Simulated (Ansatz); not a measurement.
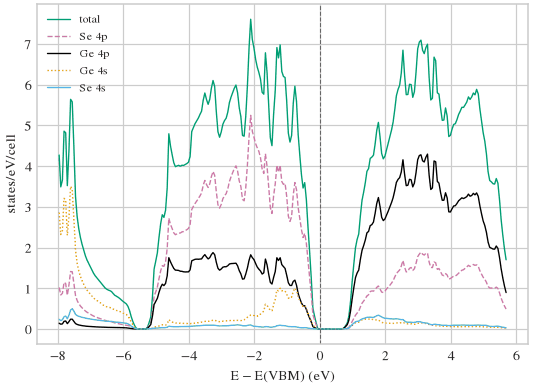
Figure: Total and projected density of states of GeSe in space group Pnma (No. 62; Ge on 4c, Se on 4c), PBE+D3(BJ) in the plane-wave PAW code Ansatz

### Question
Which orbitals carry the states next to the gap?

### Answer
Top 1 eV of the valence band: Se 4p 62 %, Ge 4p 19 %, Ge 4s 16 %. Bottom 1 eV of the conduction band: Ge 4p 62 %, Se 4p 20 %, Se 4s 8 %, Ge 4s 6 %. Projections are on Löwdin-orthogonalised atomic valence shells; empty p or d shells of many metals are not among them.

### Question
Where is the tallest occupied peak in this window, and what makes it?

### Answer
Near -2.1 eV, about 7.6 states/eV per cell; the largest projected share is Se 4p.

The PBE+D3(BJ) relaxation kept the symmetry of its start. Spin–orbit coupling is left out wherever it is not named.

Potentials: the earlier of the program's two PAW sets.
